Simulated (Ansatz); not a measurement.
**C2H7NOSi (SMILES N[Si]1(O)CC1): levels of theory compared**

We compute a comparison of 5 runs (HF/STO-3G, HF/def2-SVP, B3LYP/6-31G*, PBE/def2-SVP) of C2H7NOSi. 

The calculation is run with Ansatz 0.2.0.

72 further runs of the same task are left out: 72 set aside as unsound or not needed. Runs told in other sessions of the task aren't counted.

## (1) The structure to begin with

C2H7NOSi: 12 atoms, total charge 0, spin state singlet. SMILES: `N[Si]1(O)CC1`. The N1–H6 distance was set to 1.309 Å, away from the relaxed value.

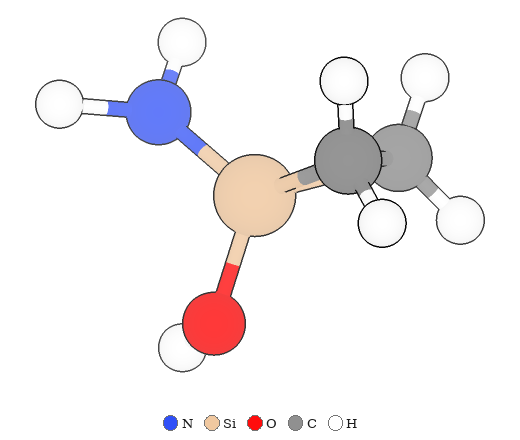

Viewed from a chosen angle; nitrogen blue, silicon light orange, oxygen red, carbon grey, hydrogen white.

## (2) A single-point energy at HF/STO-3G (run 1)

Input file in.yaml:

```yaml
crystal:
  periodic: [false, false, false]
  atoms:
    - {symbol: "N", position_ang: [-1.463040, -0.357649, 0.824093]}
    - {symbol: Si, position_ang: [0.118260, -0.346749, 0.186993]}
    - {symbol: O, position_ang: [1.152060, -1.123449, 1.194793]}
    - {symbol: C, position_ang: [0.866160, 0.944351, -0.847707]}
    - {symbol: C, position_ang: [0.342060, -0.351149, -1.617407]}
    - {symbol: H, position_ang: [-1.738500, 0.210300, 1.971300]}
    - {symbol: H, position_ang: [-2.251040, -0.333849, 0.198393]}
    - {symbol: H, position_ang: [0.833560, -1.956849, 1.547593]}
    - {symbol: H, position_ang: [0.326460, 1.857851, -1.080007]}
    - {symbol: H, position_ang: [1.942460, 1.087551, -0.877607]}
    - {symbol: H, position_ang: [-0.479940, -0.178549, -2.307007]}
    - {symbol: H, position_ang: [1.127660, -0.948549, -2.071207]}
basis:
  gaussian:
    orbitals: STO-3G
hamiltonian:
  xc: hf
accuracy: high
output: {orbitals: {seedname: orbitals}}
```

Run with:

```
$ ansatz run in.yaml --threads 1 --pin off --max-ram 2610MiB --events-out events.jsonl --progress --plain --runs-dir runs
```

Log:

```text
Warning: RAYON_NUM_THREADS=1 ignored (pool sized by the plan → 1); use --threads N
Functional definition: HF
  name "HF"
  exchange = exact_x
  correlation = 0
799 factors; integrals over basis functions are off by at most 5.7e-9 eV
mean field evaluation 1: about -13385.5904 eV, gradient 2.4e1 eV
mean field evaluation 2: about -13385.7430 eV, gradient 2.4e1 eV
mean field evaluation 4: about -13387.7573 eV, gradient 1.4e0 eV
mean field evaluation 8: about -13387.7669 eV, gradient 8.1e-4 eV
mean field -13387.76693126 eV, -491.9913601694 hartree, gradient 3.2e-8 eV, S^2 0.000000; 0 other end points of the search recorded, 0 dependent functions left out
reference -13387.76693126 eV, -491.9913601694 hartree; 24, 24 occupied and 12, 12 virtual orbitals, 799 factors
Total energy: -13387.76693126 eV, -491.9913601694 hartree
```

It took 0.56 s on 1 thread of Arm Neoverse V1, shared host.

## (3) A single-point energy at HF/def2-SVP (run 2)

Input file molecule.yaml:

```yaml
basis:
  gaussian:
    orbitals: def2-SVP
crystal:
  periodic: [false, false, false]
  atoms:
    - {symbol: N, position_ang: [-1.463040, -0.357649, 0.824093]}
    - {symbol: Si, position_ang: [0.118260, -0.346749, 0.186993]}
    - {symbol: O, position_ang: [1.152060, -1.123449, 1.194793]}
    - {symbol: C, position_ang: [0.866160, 0.944351, -0.847707]}
    - {symbol: C, position_ang: [0.342060, -0.351149, -1.617407]}
    - {symbol: H, position_ang: [-1.738500, 0.210300, 1.971300]}
    - {symbol: H, position_ang: [-2.251040, -0.333849, 0.198393]}
    - {symbol: H, position_ang: [0.833560, -1.956849, 1.547593]}
    - {symbol: H, position_ang: [0.326460, 1.857851, -1.080007]}
    - {symbol: H, position_ang: [1.942460, 1.087551, -0.877607]}
    - {symbol: H, position_ang: [-0.479940, -0.178549, -2.307007]}
    - {symbol: H, position_ang: [1.127660, -0.948549, -2.071207]}
total_charge: 0
hamiltonian:
  xc: hf
accuracy: high
output: {orbitals: {seedname: orbitals}}
```

Run with:

```
$ ansatz run molecule.yaml --threads 1 --pin off --max-ram 2610MiB --events-out events.jsonl --progress --plain --runs-dir runs
```

Log:

```text
Warning: RAYON_NUM_THREADS=1 ignored (pool sized by the plan → 1); use --threads N
Functional definition: HF
  name "HF"
  exchange = exact_x
  correlation = 0
2571 factors; integrals over basis functions are off by at most 7.9e-9 eV
mean field evaluation 1: about -13540.9795 eV, gradient 4.4e1 eV
mean field evaluation 2: about -13540.9901 eV, gradient 4.4e1 eV
mean field evaluation 4: about -13545.3848 eV, gradient 3.5e0 eV
mean field evaluation 8: about -13545.4296 eV, gradient 2.7e-4 eV
mean field -13545.42963789 eV, -497.7853577705 hartree, gradient 1.2e-8 eV, S^2 0.000000; 0 other end points of the search recorded, 0 dependent functions left out
reference -13545.42963789 eV, -497.7853577705 hartree; 24, 24 occupied and 85, 85 virtual orbitals, 2571 factors
Total energy: -13545.42963789 eV, -497.7853577705 hartree
```

Run time: 6.3 s. Hardware: 1 thread of Arm Neoverse V1, shared host; peak memory 0.36 GiB.

Run 3 isn't shown in full; the table further down has it.

## (4) The energy at B3LYP/6-31G(d) (Cartesian functions) (run 4)

Edit molecule.yaml of step 3 so:

```diff
@@ -1,4 +1 @@
-basis:
-  gaussian:
-    orbitals: def2-SVP
 crystal:
@@ -18,5 +15,5 @@
     - {symbol: H, position_ang: [1.127660, -0.948549, -2.071207]}
-total_charge: 0
-hamiltonian:
-  xc: hf
+basis:
+  gaussian: {orbitals: "6-31G*"}
+hamiltonian: {xc: {name: B3LYP}}
 accuracy: high
```

Run with:

```
$ ansatz run molecule.yaml --threads 1 --pin off --max-ram 2610MiB --events-out events.jsonl --progress --plain --runs-dir runs
```

Log:

```text
Warning: RAYON_NUM_THREADS=1 ignored (pool sized by the plan → 1); use --threads N
Functional definition: B3LYP
  name "B3LYP"
  parameter a0 = 0.2
  parameter ax = 0.72
  parameter ac = 0.81
  exchange = (1 - a0 - ax)*slater_x + ax*b88_x + a0*exact_x
  correlation = (1 - ac)*vwn_rpa_c + ac*lyp_c
2178 factors; integrals over basis functions are off by at most 3.8e-9 eV
mean field evaluation 1: about -13587.6377 eV, gradient 8.4e1 eV
mean field evaluation 2: about -13573.6864 eV, gradient 1.1e2 eV
mean field evaluation 4: about -13602.0079 eV, gradient 5.2e0 eV
mean field evaluation 8: about -13602.2430 eV, gradient 1.7e-1 eV
mean field evaluation 16: about -13602.2430 eV, gradient 5.5e-5 eV
mean field -13602.24304255 eV, -499.8732118822 hartree, gradient 6.6e-8 eV, S^2 0.000000; 0 other end points of the search recorded, 0 dependent functions left out
reference -13602.24308208 eV, -499.8732133348 hartree; 24, 24 occupied and 69, 69 virtual orbitals, 2178 factors
Total energy: -13602.24308208 eV, -499.8732133348 hartree
```

It took 13 s on 1 thread of Arm Neoverse V1, shared host; peak memory 0.34 GiB.

## (5) A single-point energy at PBE/def2-SVP (run 5)

Input file job.yaml:

```yaml
crystal:
  periodic: [false, false, false]
  atoms:
    - {symbol: N, position_ang: [-1.463040, -0.357649, 0.824093]}
    - {symbol: Si, position_ang: [0.118260, -0.346749, 0.186993]}
    - {symbol: O, position_ang: [1.152060, -1.123449, 1.194793]}
    - {symbol: C, position_ang: [0.866160, 0.944351, -0.847707]}
    - {symbol: C, position_ang: [0.342060, -0.351149, -1.617407]}
    - {symbol: H, position_ang: [-1.738500, 0.210300, 1.971300]}
    - {symbol: H, position_ang: [-2.251040, -0.333849, 0.198393]}
    - {symbol: H, position_ang: [0.833560, -1.956849, 1.547593]}
    - {symbol: H, position_ang: [0.326460, 1.857851, -1.080007]}
    - {symbol: H, position_ang: [1.942460, 1.087551, -0.877607]}
    - {symbol: H, position_ang: [-0.479940, -0.178549, -2.307007]}
    - {symbol: H, position_ang: [1.127660, -0.948549, -2.071207]}
basis:
  gaussian:
    orbitals: def2-SVP
output: {orbitals: {seedname: orbitals}}
hamiltonian:
  xc: {name: PBE}
accuracy: high
```

Run with:

```
$ ansatz run job.yaml --threads 1 --pin off --max-ram 2610MiB --events-out events.jsonl --progress --plain --runs-dir runs
```

Log:

```text
Warning: RAYON_NUM_THREADS=1 ignored (pool sized by the plan → 1); use --threads N
Functional definition: PBE
  name "PBE"
  parameter kappa = 0.804
  parameter beta = 0.06672455060314922
  exchange = pbe_x(kappa = kappa, mu = beta*pi^2/3)
  correlation = pbe_c(beta = beta)
2571 factors; integrals over basis functions are off by at most 7.9e-9 eV
mean field evaluation 1: about -13564.7831 eV, gradient 9.5e1 eV
mean field evaluation 2: about -13523.1905 eV, gradient 1.5e2 eV
mean field evaluation 4: about -13584.5569 eV, gradient 6.1e0 eV
mean field evaluation 8: about -13584.6475 eV, gradient 5.2e-1 eV
mean field evaluation 16: about -13584.6482 eV, gradient 5.7e-5 eV
mean field -13584.64824932 eV, -499.2266151571 hartree, gradient 3.7e-8 eV, S^2 0.000000; 0 other end points of the search recorded, 0 dependent functions left out
reference -13584.64825313 eV, -499.2266152971 hartree; 24, 24 occupied and 85, 85 virtual orbitals, 2571 factors
Total energy: -13584.64825313 eV, -499.2266152971 hartree
```

It took 12 s on 1 thread of Arm Neoverse V1, shared host; peak memory 0.33 GiB.

## (6) All runs side by side

```tsv
run	level	Cartesian functions	energy (Eh)	HOMO energy (eV)	LUMO energy (eV)	HOMO–LUMO gap (eV)	wall time
1	HF/STO-3G	no	-491.991360	-7.13	10.13	17.26	0.56 s
2	HF/def2-SVP	no	-497.785358	-9.28	3.53	12.81	6.3 s
3	B3LYP/6-31G* (spherical functions)	no	-499.867435	-5.91	-0.02	5.88	13 s
4	B3LYP/6-31G* (Cartesian functions)	yes	-499.873213	-5.91	-0.05	5.86	13 s
5	PBE/def2-SVP	no	-499.226615	-4.98	-0.90	4.08	12 s
```

## (7) What came out

```
            quantity          value
 run 5: total energy  -499.22662 Eh
  run 5: HOMO energy       -4.98 eV
  run 5: LUMO energy       -0.90 eV
run 5: HOMO–LUMO gap        4.08 eV
```

**Reading.** The HOMO–LUMO gap runs from 4.08 eV (PBE/def2-SVP) to 17.26 eV (HF/STO-3G). The two ends differ in method and basis. Totals of different functionals can't be ranked against each other. In run 1 the basis is minimal, so the values are rough. All runs together took 44 s, the longest 13 s.
